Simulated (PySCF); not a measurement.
**Geometry relaxation of C$_{2}$H$_{7}$BGeS**

The run: geometry relaxation of C$_{2}$H$_{7}$BGeS. Method and program: PBE0-D3(BJ)/def2-SVP geometry optimisation, gas phase (PySCF 2.14.0).

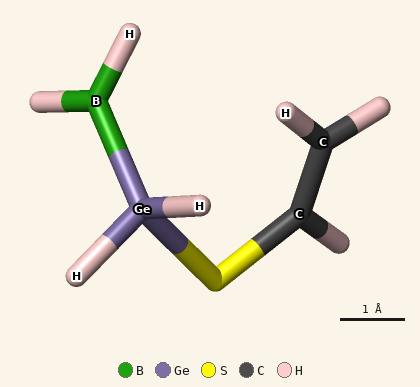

*The input geometry (stick view, seen at a tilt). Sticks mark near contacts.*

Bond lengths as drawn: B–Ge 2.00 Å, B–H 1.14 to 1.19 Å, C–C 1.32 Å, C–H 1.08 to 1.12 Å, C–S 1.72 Å, Ge–H 1.50 to 1.52 Å and Ge–S 2.26 Å.

The input
```
{"job": {"xc": "PBE0", "basis": "def2-SVP", "d3": "d3bj", "grid": 1, "maxiter": 30, "shake": 0.01, "kind": "geom"}, "charge": 0, "multiplicity": 1}
B      1.850210     0.743190     0.635870
Ge     1.252240    -0.570210    -0.754900
S     -0.432000    -1.808050     0.092430
C     -1.688670    -0.670190     0.353660
C     -1.762660     0.606360     0.042460
H      2.447120     0.408580     1.545280
H      1.513600     1.884490     0.584190
H      2.232430    -1.674330    -1.095880
H      0.767150    -0.097310    -2.092580
H     -2.567130    -1.173810     0.822890
H     -2.647940     1.197890     0.263020
H     -0.924670     1.125110    -0.405470
```

The first line tells a small driver script what to run in PySCF; the rest is the geometry in Å.

Machine: 1 CPU thread, shared host.

Run as:
```bash
OMP_NUM_THREADS=1 python <driver script> task.json out
```

Log
```
step   0  E = -2579.41973433  max force = 0.028386
step   1  E = -2579.42665293  max force = 0.005722
step   2  E = -2579.42699386  max force = 0.001112
step   3  E = -2579.42699230  max force = 0.001038
step   4  E = -2579.42701535  max force = 0.000349
step   5  E = -2579.42702125  max force = 0.000209
optimisation converged
```

Trajectory as extended XYZ (Å, eV, eV/Å), 6 frames, from step=0 to step=5
```
12
Properties=species:S:1:pos:R:3:forces:R:3 step=0 energy=-70189.58610
B     1.8502    0.7432    0.6359   -0.9008   0.7905  -0.8599
Ge    1.2522   -0.5702   -0.7549   -0.1717  -0.7436  -0.1723
S    -0.4320   -1.8080    0.0924    0.8056  -0.6697   0.0892
C    -1.6887   -0.6702    0.3537   -1.3119  -1.0231   0.6013
C    -1.7627    0.6064    0.0425   -0.0720   1.1029  -0.0373
H     2.4471    0.4086    1.5453    1.0514  -0.6588   1.4597
H     1.5136    1.8845    0.5842   -0.0636   0.3836  -0.0746
H     2.2324   -1.6743   -1.0959    0.4009  -0.3517   0.0707
H     0.7671   -0.0973   -2.0926   -0.2841   0.5219  -0.6142
H    -2.5671   -1.1738    0.8229    0.4499   0.2987  -0.2425
H    -2.6479    1.1979    0.2630   -0.1561   0.0428   0.0356
H    -0.9247    1.1251   -0.4055    0.2525   0.3067  -0.2557
12
Properties=species:S:1:pos:R:3:forces:R:3 step=1 energy=-70189.77436
B     2.0497    0.5359    0.6278    0.1831  -0.1811   0.0541
Ge    1.4686   -0.8592   -0.7805    0.0344   0.1327  -0.2176
S    -0.1313   -2.0253    0.2953   -0.1721   0.0403   0.0052
C    -1.4200   -0.8496    0.5578    0.2246  -0.0259   0.0258
C    -1.4888    0.4438    0.2280   -0.0535  -0.0571  -0.0036
H     2.6869    0.1669    1.5937   -0.1197   0.0221  -0.1553
H     1.7455    1.6964    0.5426   -0.0507   0.0805  -0.0017
H     2.5039   -1.9713   -1.0818   -0.1046   0.1306   0.0490
H     0.9034   -0.2990   -2.1251    0.0890  -0.1427   0.2943
H    -2.2504   -1.3196    1.0938   -0.0711  -0.0375  -0.0142
H    -2.3835    1.0192    0.4772    0.0181   0.0115   0.0066
H    -0.6895    0.9702   -0.2987    0.0226   0.0268  -0.0424
12
Properties=species:S:1:pos:R:3:forces:R:3 step=2 energy=-70189.78364
B     2.0670    0.5332    0.6306    0.0258  -0.0406   0.0292
Ge    1.4599   -0.8459   -0.7706    0.0011   0.0540  -0.0198
S    -0.1321   -2.0228    0.3100   -0.0515   0.0026   0.0092
C    -1.4150   -0.8475    0.5688    0.0572  -0.0341  -0.0158
C    -1.4893    0.4367    0.2069   -0.0256   0.0054  -0.0127
H     2.7073    0.1375    1.5752   -0.0134   0.0248  -0.0247
H     1.7579    1.6979    0.5712    0.0046  -0.0077   0.0030
H     2.4865   -1.9463   -1.0875    0.0189  -0.0082   0.0084
H     0.8778   -0.2912   -2.0863   -0.0178  -0.0228   0.0066
H    -2.2489   -1.3135    1.1070    0.0009   0.0191   0.0044
H    -2.3785    1.0216    0.4530    0.0002  -0.0001   0.0002
H    -0.6980    0.9489   -0.3480   -0.0005   0.0076   0.0120
12
Properties=species:S:1:pos:R:3:forces:R:3 step=3 energy=-70189.78360
B     2.0840    0.5251    0.6319   -0.0076   0.0032  -0.0004
Ge    1.4633   -0.8475   -0.7684    0.0085   0.0120   0.0119
S    -0.1327   -2.0189    0.3144   -0.0113   0.0534  -0.0061
C    -1.4126   -0.8404    0.5650   -0.0480  -0.0484   0.0264
C    -1.5058    0.4422    0.2012    0.0512  -0.0057  -0.0261
H     2.7277    0.1316    1.5728    0.0089  -0.0047   0.0009
H     1.7781    1.6906    0.5745   -0.0005  -0.0049   0.0026
H     2.4872   -1.9505   -1.0856    0.0149  -0.0110  -0.0003
H     0.8743   -0.2972   -2.0804   -0.0179   0.0010  -0.0201
H    -2.2435   -1.3072    1.1071   -0.0064   0.0050   0.0080
H    -2.4026    1.0135    0.4514    0.0024  -0.0017  -0.0005
H    -0.7230    0.9673   -0.3538    0.0058   0.0018   0.0038
12
Properties=species:S:1:pos:R:3:forces:R:3 step=4 energy=-70189.78422
B     2.0800    0.5260    0.6330   -0.0090   0.0060  -0.0031
Ge    1.4590   -0.8453   -0.7684    0.0101   0.0007   0.0072
S    -0.1343   -2.0199    0.3156   -0.0016   0.0115   0.0037
C    -1.4142   -0.8427    0.5675   -0.0101  -0.0179  -0.0004
C    -1.4975    0.4393    0.1993    0.0057   0.0021  -0.0052
H     2.7262    0.1326    1.5722    0.0097  -0.0077   0.0016
H     1.7723    1.6911    0.5779   -0.0003  -0.0014   0.0022
H     2.4852   -1.9462   -1.0879    0.0069  -0.0065   0.0010
H     0.8660   -0.2956   -2.0793   -0.0115   0.0005  -0.0133
H    -2.2472   -1.3055    1.1099   -0.0013   0.0073   0.0033
H    -2.3908    1.0174    0.4461    0.0015   0.0053  -0.0020
H    -0.7100    0.9573   -0.3557   -0.0003   0.0002   0.0048
12
Properties=species:S:1:pos:R:3:forces:R:3 step=5 energy=-70189.78439
B     2.0822    0.5246    0.6328   -0.0054   0.0008  -0.0057
Ge    1.4569   -0.8458   -0.7675    0.0035  -0.0029  -0.0057
S    -0.1356   -2.0182    0.3210    0.0049   0.0011   0.0082
C    -1.4161   -0.8411    0.5685   -0.0107   0.0076  -0.0028
C    -1.4966    0.4403    0.1969    0.0065   0.0030   0.0004
H     2.7335    0.1274    1.5668    0.0081  -0.0022   0.0037
H     1.7740    1.6897    0.5824   -0.0014  -0.0029   0.0035
H     2.4835   -1.9467   -1.0883   -0.0027  -0.0013   0.0022
H     0.8576   -0.2986   -2.0775   -0.0010  -0.0014  -0.0032
H    -2.2504   -1.3008    1.1114   -0.0011   0.0001  -0.0007
H    -2.3886    1.0224    0.4392   -0.0010  -0.0030   0.0018
H    -0.7056    0.9555   -0.3555    0.0003   0.0012  -0.0019
```

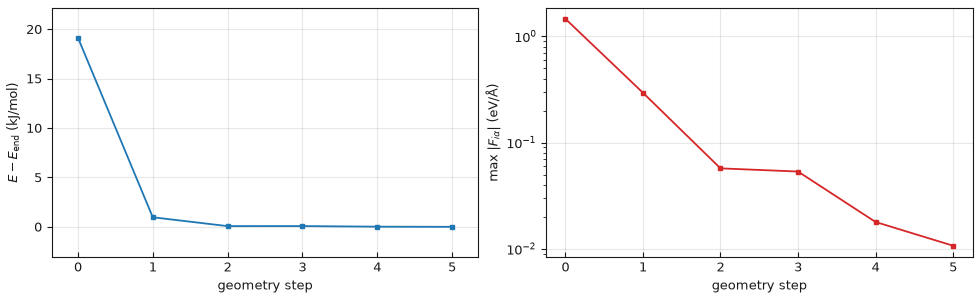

*Progress of the relaxation, step by step (steps are counted from 0).*

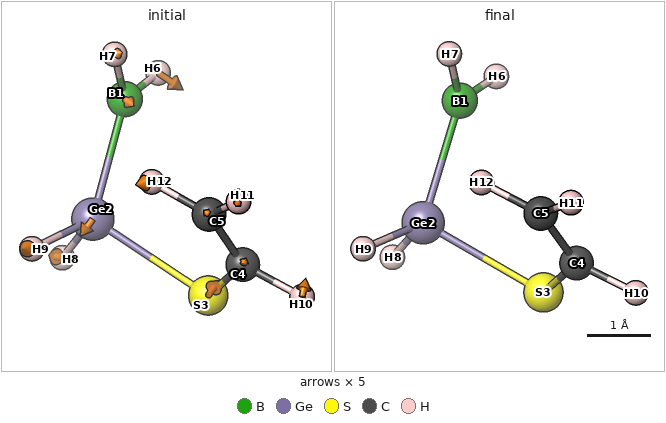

*Before (left) and after (right) the relaxation, at one scale (ball-and-stick view, seen at a tilt). The orange arrows give the displacements, magnified 5 times.*

The atom that moves furthest after the best rigid fit is H6 (0.11 Å). Largest moves by element: H 0.11 Å, S 0.10 Å, Ge 0.07 Å, B 0.05 Å, C 0.03 Å. Distances before and after: B1–H6 1.138 → 1.206 Å, B1–Ge2 2.004 → 2.057 Å, Ge2–H9 1.499 → 1.541 Å, S3–C4 1.715 → 1.757 Å. Among the angles that change: H8–Ge2–H9 103.8° → 109.6°, B1–Ge2–S3 108.8° → 103.4°, S3–Ge2–H9 105.5° → 108.7°. Over 5 geometry steps the energy falls by 19.1 kJ/mol. Largest force component: 1.5 eV/Å at the start, 0.011 eV/Å at the end. (Atoms are counted from 1 in the order of the input.)

Results in brief

```tsv
quantity	value
outcome	converged
total energy	−2579.427021 hartree
dipole moment	1.40 D
point group	C1
wall time	39 s
peak memory	0.54 GiB
```
